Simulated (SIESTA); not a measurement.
## How far to go with the k-point mesh: SnTe (I4mm, 2 atoms in the cell)

```
CELL_PARAMETERS angstrom
      0.00000     3.14420     3.14420
      3.14420     0.00000     3.14420
      3.14420     3.14420     0.00000
ATOMIC_POSITIONS crystal
  Sn 0.00795 0.00795 0.99205
  Te 0.50000 0.50000 0.50000
```

Level of theory: GGA PBEsol, numerical atomic orbitals DZP, PseudoDojo PBEsol standard norm-conserving potentials (rewritten from UPF to PSML) run with SIESTA.

Base settings: XC.functional = GGA; XC.authors = PBEsol; potentials = PseudoDojo PBEsol standard; PAO.BasisSize = DZP; PAO.EnergyShift = 0.005 Ry; MeshCutoff = 350 Ry; kgrid.MonkhorstPack = 6 6 6; OccupationFunction = FD; ElectronicTemperature = 10 meV; MaxSCFIterations = 150.

The second cell is the first with its lattice scaled by 0.98.

Only quantities that move along the ladder and can be compared are tabulated.

Core times come from one kind of shared machine, to one figure; runs under 30 s give none.

The starting cell has typed, rounded lattice constants, without a prior relaxation at this level. Its lattice was rescaled by up to half a per cent. One atom was moved a little off its site on purpose. Spin-orbit coupling is off. Values carry the incompleteness of an atom-centred basis.

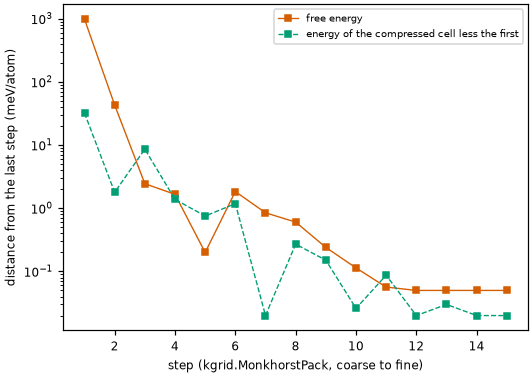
Figure: Distance from the last step along the ladder; very small values are drawn at a floor.

```tsv
kgrid.MonkhorstPack	free energy less the last step's (meV/atom)	energy of the compressed cell less the first (meV/atom)	pressure (GPa)	largest difference of a force vector from the last step's (eV/Å)	gap on the mesh (eV)	core time / last (rough)
2 2 2	980.74	63.48	3.86	0.680	0.103	0.2
3 3 3	-42.95	29.65	0.96	0.056	1.608	0.2
4 4 4	2.45	22.83	0.59	0.175	0.126	0.2
5 5 5	-1.66	30.06	1.09	0.029	0.939	–
6 6 6	0.20	30.69	1.10	0.053	0.147	0.2
7 7 7	-1.84	30.26	1.08	0.009	0.728	0.3
8 8 8	0.85	31.42	1.15	0.023	0.152	–
9 9 9	-0.60	31.17	1.13	0.005	0.573	0.2
10 10 10	0.24	31.29	1.14	0.010	0.154	0.2
11 11 11	-0.11	31.41	1.15	0.002	0.476	0.4
12 12 12	0.06	31.35	1.15	0.005	0.155	0.5
13 13 13	-0.03	31.43	1.15	0.001	0.411	0.4
14 14 14	0.02	31.41	1.15	0.002	0.155	0.6
16 16 16	0.01	31.43	1.15	0.001	0.156	0.7
18 18 18	0.00	31.43	1.15	0.000	0.156	1.0
20 20 20	0.00	31.44	1.15	0.000	0.156	1
```

Coarsest kgrid.MonkhorstPack that holds the pressure within 0.1 GPa of the last step, with all finer ones: 5 5 5; the step before is off by 0.56 GPa.

Coarsest kgrid.MonkhorstPack that holds the energy of the compressed cell less the first within 1 meV/atom of the last step, with all finer ones: 8 8 8; the step before is off by 1.2 meV/atom.

Coarsest kgrid.MonkhorstPack that holds the free energy within 5 meV/atom of the last step, with all finer ones: 4 4 4, at about 0.2 of the last step's time; the step before is off by 43 meV/atom.

The gap on the mesh jumps up and down from mesh to mesh; it is no smooth measure of convergence.
